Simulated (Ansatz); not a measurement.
**Calibrating wB97M-V/def2-TZVPP on molecular compounds of Hf**

The vertical ionisation energy (cation less neutral) in eV of 8 molecular compounds of Hf: x at wB97M-V/def2-TZVPP, y at CCSD(T)/def2-TZVPP. Shapes, held fixed at every level: PBE0-D4/def2-TZVP. Flexible molecules stand in one conformer, not always the lowest. Programs: Ansatz 0.2.0.

```
                                            molecule  x (eV)  y (eV)
   C2H9ClHfN2O (SMILES C[N](C)[Hf]([NH2])([OH])[Cl])    8.30    8.36
                                            Hf(NH2)4    9.01    9.01
                                          Hf(SeH)2F2    9.62       ?
                                          Hf(NH2)2F2    9.92    9.86
        CH4Cl2HfOS (SMILES C[O][Hf]([SH])([Cl])[Cl])    9.94    9.85
                                      Hf(CH3)(OH)BrF   10.35   10.24
CH6BrClHfOSi (SMILES [CH3][Hf]([Cl])([Br])[O][SiH3])   10.40   10.27
                                          Hf(OH)Cl2F   11.82   11.84
```

**Question.** Fit y = c + s·x to the known rows and predict y for Hf(SeH)2F2.

**Answer.** 
1. Means of the 7 rows: x = 9.9629, y = 9.919.
2. Σ(Δx)² = 7.4653, Σ(Δx·Δy) = 7.3079, so the slope is 7.3079/7.4653 = 0.97892.
3. Intercept: 9.919 − (0.97892) × 9.9629 = 0.166. The largest residual of the fit is 0.10.
4. Hf(SeH)2F2: 0.166 + 0.97892 × 9.62 = 9.58 eV.

CCSD(T)/def2-TZVPP gives 9.61 eV, so the prediction is off by -0.03 eV, within the largest residual. Uncorrected, wB97M-V/def2-TZVPP misses Hf(SeH)2F2 by +0.01 eV, and the other rows by 0.07 on average. The line makes this one worse. Left out in turn, the other rows are missed by 0.10 eV on average, worse than no correction. Cations run unrestricted. For atoms past krypton def2 sets carry core potentials with scalar relativity. Relativity is left out for Br, Se. Outer-core shells of Br, Hf, Se are correlated, in sets that cover them unevenly.

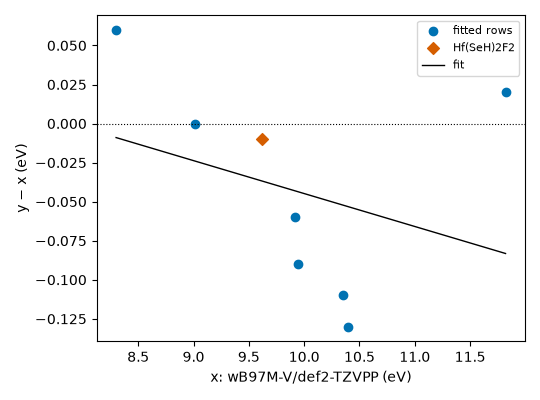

The correction y − x against x, with the fitted line and the withheld molecule.
